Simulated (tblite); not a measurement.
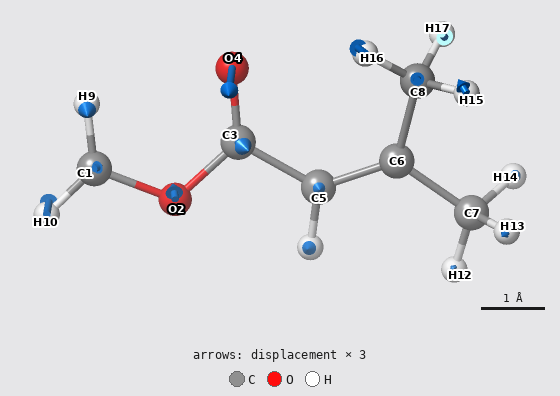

A relaxation of C₆H₉O₂ (multiplicity 2). The starting structure is drawn; blue arrows show the displacements, magnified 3 times. The two geometries are superimposed by the best rigid fit.

Style: ball-and-stick. Shown from a free direction.

The calculation used tblite, GFN2-xTB geometry optimisation, gas phase. 

Question: What did the optimiser do to the structure, and how much energy did it gain?

Answer: After 60 geometry steps the energy has fallen by 20.9 kJ/mol. An O atom moves most after the best rigid fit: 0.39 Å. By element the largest moves are O 0.39 Å, H 0.26 Å, C 0.15 Å. Among the contacts that change: C–O 1.392 → 1.325 Å, C–C 1.493 → 1.449 Å, C–C 1.507 → 1.491 Å, C–H 1.106 → 1.089 Å. Among the angles between lasting bonds that change: O–C–O 127.9° → 120.9°, O–C–C 125.2° → 130.0°, C–O–C 115.5° → 119.7°. The run took 0.31 s on 1 thread of Arm Neoverse V2, with other jobs on the host.
